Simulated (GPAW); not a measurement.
# Zn K ELNES/XANES of KZnF3 (Pm-3m) from DFT, part 2 of 3

What does one-electron theory with a core hole give for the Zn K edge of KZnF3 (Pm-3m)?

GPAW 26.7.0; X-ray absorption from dipole matrix elements to empty bands, plane-wave PAW RPBE.

So far. Step 2 (Ground state of the crystal): The mesh shows a gap of 4.01 eV, so the hole is first treated in a charged cell, without the excited electron. Step 3 (Spectrum without a core hole, Zn atom 1): Main maxima below 30 eV (height): 5.8 eV (0.72), 10.8 eV (3.15), 18.4 eV (1.15) and 23.8 eV (1.16). A K edge sees empty p states on the absorber.

## 5. Spectrum with FCH, Zn atom 1

The holes are 7.0 Å apart. In GPAW the data set carries the hole's charge, so charge=0 means a charged cell and charge=-1 a neutral one. The excited electron is left out and a uniform background balances the charge. After the field has converged, empty bands are computed with the density fixed and the dipole matrix elements are summed.

Input file xas.py:

```python
import numpy as np
from ase import Atoms
from ase.parallel import parprint, paropen
from gpaw import GPAW, PW, FermiDirac, Mixer, MixerDif, setup_paths
from gpaw.test import gen
setup_paths.insert(0, '.')
gen('Zn', name='fch1s', xcname='RPBE', corehole=(1, 0, 1), write_xml=True)
from gpaw.mpi import world
world.barrier()

atoms = Atoms('Zn4K4F12',
    cell=[[4.05, 4.05, 4.05],
     [-4.05, 4.05, -4.05],
     [-4.05, -4.05, 4.05]],
    scaled_positions=[[0.5, 0, 0],
     [0.5, 0.5, 0.5],
     [0, 0, 0.5],
     [0, 0.5, 0],
     [0, 0, 0],
     [0, 0.5, 0.5],
     [0.5, 0, 0.5],
     [0.5, 0.5, 0],
     [0.25, 0.75, 0],
     [0.25, 0.25, 0.5],
     [0.75, 0.75, 0.5],
     [0.75, 0.25, 0],
     [0.5, 0.25, 0.25],
     [0.5, 0.75, 0.75],
     [0, 0.25, 0.75],
     [0, 0.75, 0.25],
     [0.25, 0, 0.75],
     [0.25, 0.5, 0.25],
     [0.75, 0, 0.25],
     [0.75, 0.5, 0.75]],
    pbc=True)
atoms.calc = calc = GPAW(legacy_gpaw=True, mode=PW(500), xc='RPBE', setups={0: 'fch1s'},
    kpts={'size': (3, 3, 3), 'gamma': True}, occupations=FermiDirac(0.02),
    charge=0, mixer=Mixer(0.1, 5, 50), maxiter=150,
    convergence={'density': 0.0001}, txt='scf.txt')
energy = atoms.get_potential_energy() + calc.get_reference_energy()
ef = calc.get_fermi_level()
out = dict(energy=energy, fermi=ef, forces=atoms.get_forces().tolist())
parprint(f'all-electron energy {energy:.4f} eV, Fermi level {ef:.4f} eV')
ev = np.array([[calc.get_eigenvalues(k, s) for k in range(len(calc.get_ibz_k_points()))] for s in range(calc.get_number_of_spins())])
out['homo'], out['lumo'], out['counts'] = ev[ev < ef].max(), ev[ev > ef].min(), sorted(set((ev < ef).sum((0, 2)).tolist()))
out['filled'] = (ev[:, 0] < ef).sum(1).tolist()

from ase.units import Ha
from gpaw.xas import dipole_matrix_elements
nb = int(calc.get_number_of_electrons() / 2) + 161
top, nb = nb, nb + 8 + nb // 12
nscf = calc.fixed_density(kpts={'size': (4, 4, 4), 'gamma': True}, nbands=nb,
    convergence={'bands': top, 'eigenstates': 1e-5}, maxiter=60, txt='nscf.txt')
cell = atoms.cell.array
ops = [cell.T @ U.T @ np.linalg.inv(cell.T) for U in nscf.wfs.kd.symmetry.op_scc]
filled = [84]  # bands filled in the ground state, by spin
E = np.arange(-6, 34, 0.1)
fwhm = np.interp(E, [4, 25], [1.67, 3.5])
Y, X, zero, highest = 0, 0, 1e9, 1e9
for spin in range(nscf.get_number_of_spins()):
    wfs = nscf.wfs
    A = dipole_matrix_elements(wfs.setups[0])
    eps = np.zeros((wfs.kd.nibzkpts, nb))
    d = np.zeros((3, A.shape[1], wfs.kd.nibzkpts, nb), complex)
    for kpt in wfs.kpt_u:
        if kpt.s == spin and 0 in kpt.P_ani:
            eps[kpt.k] = kpt.eps_n * Ha
            d[:, :, kpt.k] = (kpt.weight * wfs.nspins / 2) ** 0.5 * np.inner(A, kpt.P_ani[0])
    world.sum(eps)
    world.sum(d)
    T = np.einsum('amkn,bmkn->abkn', d, d.conj()).real
    T = sum(np.einsum('ai,ijkn,bj->abkn', R, T, R) for R in ops) / len(ops)
    empty = np.ones_like(eps, bool) & (np.arange(nb) >= filled[spin])
    zero, highest = min(zero, eps[empty].min()), min(highest, eps[:, top - 1].min())
    lines = [(eps, T, empty)] if spin == 0 else lines + [(eps, T, empty)]
for eps, T, empty in lines:
    f = np.einsum('aakn->akn', T).reshape(3, -1)
    x = eps.ravel() - zero
    w = np.interp(x, E, fwhm) / 2.35482
    g = np.exp(-0.5 * ((E[:, None] - x) / w) ** 2) / (w * (2 * np.pi) ** 0.5)
    Y = Y + (f * empty.ravel()) @ g.T
    X = X + (f * ~empty.ravel()) @ g.T
out.update(E=E.round(2).tolist(), xas=Y.tolist(), xes=X.tolist(), zero=zero, valid=highest - zero, nk=len(eps), nb=nb)
for i in range(0, len(E), 10):
    parprint(f'{E[i]:7.2f}', *(f'{v:10.3e}' for v in Y[:, i]))
import json
with paropen('out.json', 'w') as f:
    json.dump(out, f)
```

Command:

```sh
OMP_NUM_THREADS=1 mpirun -n 4 gpaw python xas.py
```

Numbers of over 12 decimals in the logs are rounded to 6 here.

The log of the run:

```text
Input parameters:
  convergence: {density: 0.0001}
  kpts: {gamma: True,
         size: (3, 3, 3)}
  maxiter: 150
  mixer: {backend: pulay,
          beta: 0.1,
          method: separate,
          nmaxold: 5,
          weight: 50}
  mode: {ecut: 500.0,
         name: pw}
  occupations: {fixmagmom: False,
                name: fermi-dirac,
                width: 0.02}
  setups: {0: fch1s}
  xc: RPBE

Initialize ...

[... PAW data sets ...]

Reference energy: -283912.047276  # eV

Spin-paired calculation

[... convergence settings ...]
Symmetries present (total): 12
  [... symmetry matrices ...]

27 k-points: 3 x 3 x 3 Monkhorst-Pack grid
6 k-points in the irreducible part of the Brillouin zone
       k-points in crystal coordinates                weights
   0:     0.00000000    0.00000000    0.00000000          1/27
   1:     0.00000000    0.33333333    0.00000000          6/27
   2:     0.00000000    0.33333333    0.33333333          2/27
   3:     0.33333333    0.00000000    0.00000000          6/27
   4:     0.33333333    0.33333333   -0.33333333          6/27
   5:     0.33333333    0.33333333    0.33333333          6/27

Wave functions: Plane wave expansion
  Cutoff energy: 500.000 eV
  Number of coefficients (min, max): 6739, 6819
  Pulay-stress correction: 0.000000 eV/Ang^3 (de/decut=0.000000)
  Using FFTW library
  Wavefunction extrapolation:
    Improved wavefunction reuse through dual PAW basis

Occupation numbers: Fermi-Dirac:
  width: 0.0200  # eV

Eigensolver
   Davidson(niter=2)

Densities:
  Coarse grid: 40*40*40 grid
  Fine grid: 80*80*80 grid
  Total Charge: 1.000000

Density mixing:
  Method: separate
  Backend: pulay
  Linear mixing parameter: 0.1
  old densities: 5
  Width of damping distribution: 1.1
  Damping of long wavelength oscillations: 50

[... Hamiltonian set-up ...]
Number of atoms: 20
Number of atomic orbitals: 104
Number of bands in calculation: 104
Number of valence electrons: 168
Bands to converge: occupied

... initialized

Initializing position-dependent things.

Density initialized from atomic densities
Creating initial wave functions:
  104 bands from LCAO basis set

               F         F
                F K       F
          F F  Zn   F    Zn
             F       K

       F    Zn F
        K       F K
          F    Zn

Atomic positions and initial magnetic moments

Positions:
   0 Zn     2.025000    2.025000    2.025000    ( 0.0000,  0.0000,  0.0000)
   1 Zn    -2.025000    2.025000    2.025000    ( 0.0000,  0.0000,  0.0000)
   2 Zn    -2.025000   -2.025000    2.025000    ( 0.0000,  0.0000,  0.0000)
   3 Zn    -2.025000    2.025000   -2.025000    ( 0.0000,  0.0000,  0.0000)
   4 K      0.000000    0.000000    0.000000    ( 0.0000,  0.0000,  0.0000)
   5 K     -4.050000    0.000000    0.000000    ( 0.0000,  0.0000,  0.0000)
   6 K      0.000000    0.000000    4.050000    ( 0.0000,  0.0000,  0.0000)
[...]
17 F     -2.025000    2.025000    0.000000    ( 0.0000,  0.0000,  0.0000)
  18 F      2.025000    2.025000    4.050000    ( 0.0000,  0.0000,  0.0000)
  19 F     -2.025000    2.025000    4.050000    ( 0.0000,  0.0000,  0.0000)

Unit cell:
           periodic     x           y           z      points  spacing
  1. axis:    yes    4.050000    4.050000    4.050000    40     0.1432
  2. axis:    yes   -4.050000    4.050000   -4.050000    40     0.1432
  3. axis:    yes   -4.050000   -4.050000    4.050000    40     0.1432

  Lengths:   7.014806   7.014806   7.014806
  Angles:  109.471221 109.471221 109.471221

Effective grid spacing dv^(1/3) = 0.1607

iter:   1   -93.275145
iter:   2   -90.145257   -0.94  -1.20
iter:   3   -86.542825   -0.70  -1.29
iter:   4   -87.143764   -1.00  -1.53
iter:   5   -86.628036   -1.79  -1.80
iter:   6   -86.593084   -2.99  -2.34
iter:   7   -86.585707c  -3.44  -2.62
iter:   8   -86.589231c  -3.59  -2.97
iter:   9   -86.588217c  -3.34  -2.98
iter:  10   -86.585785c  -4.41  -3.09
iter:  11   -86.585594c  -5.08  -3.64
iter:  12   -86.585652c  -5.58  -3.73
iter:  13   -86.585534c  -5.49  -3.76
iter:  14   -86.585522c  -5.75  -4.11c
iter:  15   -86.585517c  -6.30  -4.28c
iter:  16   -86.585515c  -7.31  -4.48c
iter:  17   -86.585516c  -7.63c -4.68c

Converged after 17 iterations.

Dipole moment: (-0.000000, -0.000000, -0.000000) |e|*Ang

Energy contributions relative to reference atoms: (reference = -283912.047276)

Kinetic:       +146.710184
Potential:     -137.795165
External:        +0.000000
XC:             -95.737615
Entropy (-ST):   -0.000000
Local:           +0.237079
SIC:             +0.000000
--------------------------
Free energy:    -86.585516
Extrapolated:   -86.585516

Showing only first 2 kpts
 Kpt  Band  Eigenvalues  Occupancy
  0    82      1.37958    2.00000
  0    83      2.30428    2.00000
  0    84      5.06032    0.00000
  0    85      8.70585    0.00000

  1    82      1.17315    2.00000
  1    83      1.94424    2.00000
  1    84      5.77566    0.00000
[...]
Fermi level: 3.36726

Gap: 2.756 eV
Transition (v -> c):
  (s=0, k=0, n=83, [0.00, 0.00, 0.00]) -> (s=0, k=0, n=84, [0.00, 0.00, 0.00])
No difference between direct/indirect transitions

Forces in eV/Ang:
  0 Zn    0.00000    0.00000    0.00000
  1 Zn    0.00000   -0.00000   -0.00000
  2 Zn   -0.00000   -0.00000    0.00000
  3 Zn    0.00000    0.00000    0.00000
  4 K     0.00000    0.00000    0.00000
  5 K     0.00000   -0.00000   -0.00000
  6 K     0.00000    0.00000    0.00000
[...]
17 F     0.00000   -0.00000   -0.00000
 18 F    -0.00000   -0.00000   -1.73785
 19 F    -0.00000    0.00000    0.00000
Scalar-relativistic atomic RPBE calculation for Zn (Zinc, Z=30)
Core hole in 1s state (1s occupation: 1.0)
600 radial gridpoints.
|------------------------------------------------|
|------------------------------------------------|
[... the atom generator's iteration count ...]

Energy contributions:
-------------------------
Kinetic:    +1458.154052
XC:           -62.811949
Potential:  -2834.713251
-------------------------
Total:      -1439.371148

state      eigenvalue         ekin         rmax
-----------------------------------------------
1s^1.0 :  -363.130042   458.964491        0.033
2s^2.0 :   -45.688289    90.166389        0.185
2p^6.0 :   -40.583128    89.041499        0.147
3s^2.0 :    -5.605705    20.198876        0.571
3p^6.0 :    -3.925908    18.224182        0.568
3d^10.0:    -1.019599    13.067600        0.533
4s^2.0 :    -0.586877     2.094471        1.878
4p^0.0 :    -0.332357     1.249820        2.323
-----------------------------------------------
(units: Bohr and Hartree)

Generating PAW setup
Kinetic energy of the core from tauc = 1336.052860880402
Cutoffs:
rc(s)=2.430
rc(p)=2.400
rc(d)=2.230
rc(vbar)=2.260
rc(comp)=2.200
rc(nct)=2.430

Kinetic energy of the core states: 1323.289106
Charge: 1.0
Core electrons: 17.0
Valence electrons: 12.0
Pseudo-core charge: 0.061728
Shape function alpha=2.066
Pseudo-electron charge 3.405764
state    eigenvalue         norm
--------------------------------
4s(2) :    -0.586877     1.197892
*s    :     0.413123
4p(0) :    -0.332357     1.020449
*p    :     0.667643
3d(10):    -1.019599     0.094825
*d    :    -0.019599
--------------------------------

Diagonalizing with gridspacing h=0.050

state   all-electron     PAW
-------------------------------
4s:      -0.586877    -0.587153
4p:      -0.332357    -0.332553
3d:      -1.019599    -1.020054
*f:                   -0.019837
-------------------------------
all-electron energy -283998.6328 eV, Fermi level 3.3673 eV
[...]
31.00  7.450e-08  7.450e-08  7.450e-08
  32.00  8.648e-08  8.648e-08  8.648e-08
  33.00  9.455e-08  9.455e-08  9.455e-08
```

Run time: 5.7 min. Hardware: 4 MPI ranks of Arm Neoverse V2, shared host; peak memory 0.61 GiB; 23 min of CPU time.

The Zn K spectrum, Zn atom 1, full core hole (charged cell) (energy from the lowest empty level; intensity scaled to a mean of 1 over the first 20 eV):

| E (eV) | intensity |
| --- | --- |
| -2.0 | 0.00 |
| -0.5 | 0.00 |
| 1.0 | 0.00 |
| 2.5 | 0.14 |
| 4.0 | 0.65 |
| 5.5 | 2.06 |
| 7.0 | 1.62 |
| 8.5 | 2.09 |
| 10.0 | 2.49 |
| 11.5 | 1.21 |
| 13.0 | 0.67 |
| 14.5 | 0.40 |
| 16.0 | 0.28 |
| 17.5 | 0.63 |
| 19.0 | 0.89 |
| 20.5 | 0.71 |
| 22.0 | 0.61 |
| 23.5 | 0.79 |
| 25.0 | 0.82 |
| 26.5 | 0.58 |
| 28.0 | 0.38 |
| 29.5 | 0.33 |
| 31.0 | 0.38 |

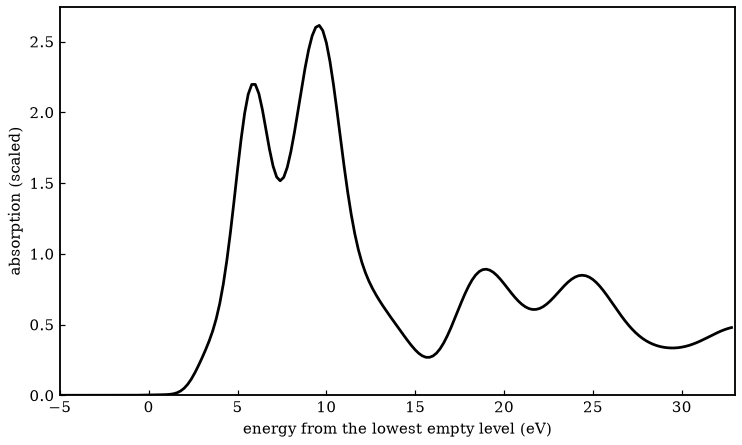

The Zn K edge, Zn atom 1, full core hole (charged cell): main maxima at 5.8, 9.6 and 19.0 eV.

Main maxima below 30 eV (height): 5.8 eV (2.20), 9.6 eV (2.61), 19.0 eV (0.89) and 24.4 eV (0.85). 

The hole costs E(hole) − E(ground) = 9687.81 eV, and the lowest empty level of the hole cell on the spectrum's mesh lies at 5.06 eV, which puts the zero at 9692.87 eV. One term is added: -30.96 eV, since the hole is spin-paired here and a spin-polarised one costs that much less in the free atom (computed apart). The photon energy is then 9661.91 eV. The tabulated edge of the element is 9659 eV. The functional and the charged cell's background leave an error of a few eV in such absolute values.

## 6. Spectrum with HCH, Zn atom 1

The holes are 7.0 Å apart. The data set carries half a charge, which charge=0 leaves uncompensated but for the background. Half a hole is Slater's transition state, a compromise that weakens the attraction. After the field has converged, empty bands are computed with the density fixed and the dipole matrix elements are summed.

Changed against the first core-hole run: core hole from full to half.

Changes to xas.py since step 5:

```diff
@@ -6,3 +6,3 @@
 setup_paths.insert(0, '.')
-gen('Zn', name='fch1s', xcname='RPBE', corehole=(1, 0, 1), write_xml=True)
+gen('Zn', name='hch1s', xcname='RPBE', corehole=(1, 0, 0.5), write_xml=True)
 from gpaw.mpi import world
@@ -35,3 +35,3 @@
     pbc=True)
-atoms.calc = calc = GPAW(legacy_gpaw=True, mode=PW(500), xc='RPBE', setups={0: 'fch1s'},
+atoms.calc = calc = GPAW(legacy_gpaw=True, mode=PW(500), xc='RPBE', setups={0: 'hch1s'},
     kpts={'size': (3, 3, 3), 'gamma': True}, occupations=FermiDirac(0.02),
```

The log of the run:

```text
Input parameters:
  convergence: {density: 0.0001}
  kpts: {gamma: True,
         size: (3, 3, 3)}
  maxiter: 150
  mixer: {backend: pulay,
          beta: 0.1,
          method: separate,
          nmaxold: 5,
          weight: 50}
  mode: {ecut: 500.0,
         name: pw}
  occupations: {fixmagmom: False,
                name: fermi-dirac,
                width: 0.02}
  setups: {0: hch1s}
  xc: RPBE

Initialize ...

[...]
*d    :     0.328559
--------------------------------

Diagonalizing with gridspacing h=0.050

state   all-electron     PAW
-------------------------------
4s:      -0.389502    -0.389718
4p:      -0.171654    -0.171783
3d:      -0.671441    -0.671942
*f:                    0.028407
-------------------------------
all-electron energy -288886.5048 eV, Fermi level 3.7199 eV
[...]
32.00  1.005e-07  1.005e-07  1.005e-07
  33.00  1.062e-07  1.062e-07  1.062e-07
[key lines of the parts left out:]
Converged after 15 iterations.
Dipole moment: (-0.000000, -0.000000, -0.000000) |e|*Ang
Free energy:    -79.580746
Fermi level: 3.71991
```

It took 5.6 min on 4 MPI ranks; peak memory 0.6 GiB; 23 min of CPU time.

| E (eV) | first run | this run |
| --- | --- | --- |
| -2.0 | 0.00 | 0.00 |
| -1.0 | 0.00 | 0.00 |
| 0.0 | 0.00 | 0.00 |
| 1.0 | 0.00 | 0.02 |
| 2.0 | 0.05 | 0.08 |
| 3.0 | 0.26 | 0.21 |
| 4.0 | 0.65 | 0.42 |
| 5.0 | 1.59 | 0.96 |
| 6.0 | 2.20 | 1.24 |
| 7.0 | 1.62 | 1.04 |
| 8.0 | 1.72 | 1.44 |
| 9.0 | 2.44 | 2.48 |
| 10.0 | 2.49 | 2.99 |
| 11.0 | 1.62 | 2.35 |
| 12.0 | 0.94 | 1.41 |
| 13.0 | 0.67 | 0.88 |
| 14.0 | 0.49 | 0.58 |
| 15.0 | 0.32 | 0.36 |
| 16.0 | 0.28 | 0.39 |
| 17.0 | 0.47 | 0.68 |
| 18.0 | 0.77 | 0.97 |
| 19.0 | 0.89 | 0.97 |
| 20.0 | 0.79 | 0.79 |
| 21.0 | 0.64 | 0.67 |
| 22.0 | 0.61 | 0.72 |
| 23.0 | 0.72 | 0.89 |
| 24.0 | 0.84 | 0.99 |
| 25.0 | 0.82 | 0.90 |
| 26.0 | 0.67 | 0.70 |
| 27.0 | 0.50 | 0.52 |
| 28.0 | 0.38 | 0.42 |
| 29.0 | 0.34 | 0.38 |
| 30.0 | 0.34 | 0.40 |
| 31.0 | 0.38 | 0.46 |
| 32.0 | 0.44 | 0.53 |

Against the first run the r.m.s. difference is 29 %. The highest intensity below 24 eV goes from 9.6 eV (2.61) to 10.0 eV (2.99).

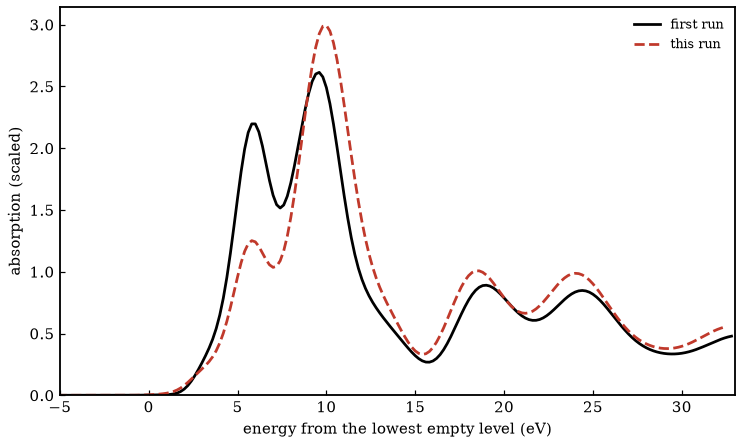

The effect of the change (core hole from full to half).

## 7. Supercell without a hole, the energy reference

The cell and mesh change for the next run, so it gets a reference energy of its own.

Input file scf.py:

```python
import numpy as np
from ase import Atoms
from ase.parallel import parprint, paropen
from gpaw import GPAW, PW, FermiDirac, Mixer, MixerDif, setup_paths
from gpaw.test import gen
setup_paths.insert(0, '.')
gen('Zn', name='nch1s', xcname='RPBE', corehole=(1, 0, 0), write_xml=True)
from gpaw.mpi import world
world.barrier()

atoms = Atoms('Zn2K2F6',
    cell=[[4.05, 0, 4.05],
     [0, 4.05, 4.05],
     [-4.05, 0, 4.05]],
    scaled_positions=[[0.25, 0.5, 0.75],
     [0.75, 0.5, 0.25],
     [0, 0, 0],
     [0.5, 0, 0.5],
     [0.5, 0, 0],
     [0, 0, 0.5],
     [0, 0.5, 0],
     [0.5, 0.5, 0.5],
     [0, 0.5, 0.5],
     [0.5, 0.5, 0]],
    pbc=True)
atoms.calc = calc = GPAW(legacy_gpaw=True, mode=PW(500), xc='RPBE', setups={0: 'nch1s'},
    kpts={'size': (5, 5, 5), 'gamma': True}, occupations=FermiDirac(0.02),
    charge=0, mixer=Mixer(0.1, 5, 50), maxiter=150,
    convergence={'density': 0.0001}, txt='scf.txt')
energy = atoms.get_potential_energy() + calc.get_reference_energy()
ef = calc.get_fermi_level()
out = dict(energy=energy, fermi=ef, forces=atoms.get_forces().tolist())
parprint(f'all-electron energy {energy:.4f} eV, Fermi level {ef:.4f} eV')
ev = np.array([[calc.get_eigenvalues(k, s) for k in range(len(calc.get_ibz_k_points()))] for s in range(calc.get_number_of_spins())])
out['homo'], out['lumo'], out['counts'] = ev[ev < ef].max(), ev[ev > ef].min(), sorted(set((ev < ef).sum((0, 2)).tolist()))
out['filled'] = (ev[:, 0] < ef).sum(1).tolist()
import json
with paropen('out.json', 'w') as f:
    json.dump(out, f)
```

Command:

```sh
OMP_NUM_THREADS=1 mpirun -n 4 gpaw python scf.py
```

The log of the run:

```text
Input parameters:
  convergence: {density: 0.0001}
  kpts: {gamma: True,
         size: (5, 5, 5)}
  maxiter: 150
  mixer: {backend: pulay,
          beta: 0.1,
          method: separate,
          nmaxold: 5,
          weight: 50}
  mode: {ecut: 500.0,
         name: pw}
  occupations: {fixmagmom: False,
                name: fermi-dirac,
                width: 0.02}
  setups: {0: nch1s}
  xc: RPBE

Initialize ...

[...]
*s    :     0.783843
4p(0) :    -0.040984     1.006771
*p    :     0.959016
3d(10):    -0.370361     0.153052
*d    :     0.629639
--------------------------------

Diagonalizing with gridspacing h=0.050

state   all-electron     PAW
-------------------------------
4s:      -0.216157    -0.216323
4p:      -0.040984    -0.041009
3d:      -0.370361    -0.371074
*f:                    0.071175
-------------------------------
all-electron energy -146843.2350 eV, Fermi level 3.7063 eV
[key lines of the parts left out:]
Converged after 26 iterations.
Dipole moment: (0.000000, -0.000000, -0.000000) |e|*Ang
Free energy:    -37.297278
Fermi level: 3.70632
```

Elapsed: 24 s, on 4 MPI ranks; peak memory 0.22 GiB; 96 s of CPU time.

Reference energy: -146843.235 eV with the cores included.

[end of part 2 of 3]

[Banner, clock and machine lines of the logs are left out without a mark of their own.]

[Logs are printed without paths, hosts, clocks, repeated set-up lines and the standing remarks that a program may print on its own settings, such as how far it seeks lower states.]

[Hosts, paths, dates, database ids (printed as entryN), source tags and the programs' standing remarks are cut or masked in the printed files.]

[Lists of maxima count a maximum above −3 eV only where it reaches 4 % of the highest in the window and stands out from its surroundings by 2 % of it (1.5 % where it reaches 55 %); shoulders and weaker maxima are passed over, and of the rest the first, up to two pre-edge ones and the few strongest are named.]
